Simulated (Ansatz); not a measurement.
The calculation's input:

```
crystal:
  periodic: [false, false, false]
  atoms:
    - {symbol: Cl, position_ang: [1.443709, 1.836179, 0.587985]}
    - {symbol: Ge, position_ang: [0.131732, 0.156053, 0.052896]}
    - {symbol: "N", position_ang: [-1.480097, 0.797682, -0.472440]}
    - {symbol: "N", position_ang: [-0.083002, -0.921704, 1.494362]}
    - {symbol: "N", position_ang: [0.882265, -0.785098, -1.302262]}
    - {symbol: H, position_ang: [-1.484155, 1.764313, -0.784601]}
    - {symbol: H, position_ang: [-2.204467, 0.662675, 0.227841]}
    - {symbol: H, position_ang: [0.095181, -0.486913, 2.394943]}
    - {symbol: H, position_ang: [0.447186, -1.786007, 1.422281]}
    - {symbol: H, position_ang: [1.887286, -0.677944, -1.403800]}
    - {symbol: H, position_ang: [0.429561, -0.616133, -2.196604]}
basis:
  gaussian:
    orbitals: def2-SVPD
output: {forces: true, orbitals: {seedname: orbitals}}
hamiltonian:
  xc: {name: PBE0}
```

Run with:

```sh
ansatz run input.yaml --threads 2 --pin off --max-ram 5220MiB --events-out events.jsonl --progress --plain --runs-dir runs
```

Geometry: PBE0-D4/def2-SVP.

Computed with isolated molecule in a Gaussian basis; Kohn-Sham density functional theory, functional PBE0 (Ansatz 0.2.0).

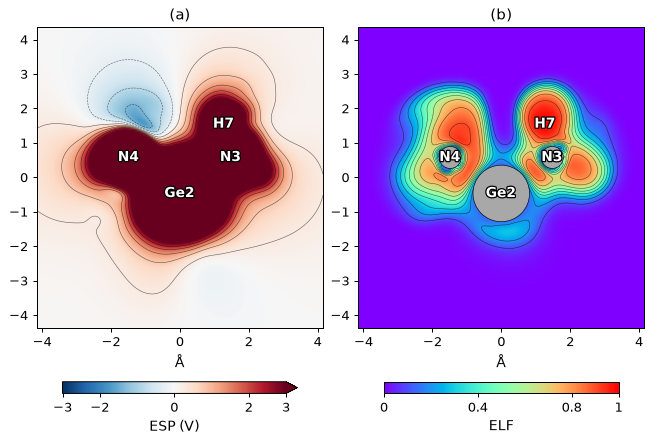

ClGeH6N3 (SMILES [NH2][Ge]([NH2])([NH2])[Cl]). (a) electrostatic potential; (b) ELF on the plane of atoms N3, Ge2 and N4. Grey discs cover the atomic cores in the ELF map.

Question: What does the map show?

Answer: The section cuts through Ge, N and H sites.
Ge–N (1.81 Å): the ELF peaks at about 0.90 in the valence shell of N, 0.6 Å from its nucleus, and is about 0.50 at the midpoint.
N–H (1.02 Å): the ELF climbs to about 1 towards the hydrogen, as it does in any bond to H: a covalent bond by its length.
The ELF also peaks beside N4, away from the bonds: lone-pair regions.
Outside the dense part of the molecule the potential is most negative (−1.6 V) near N3 and N4.
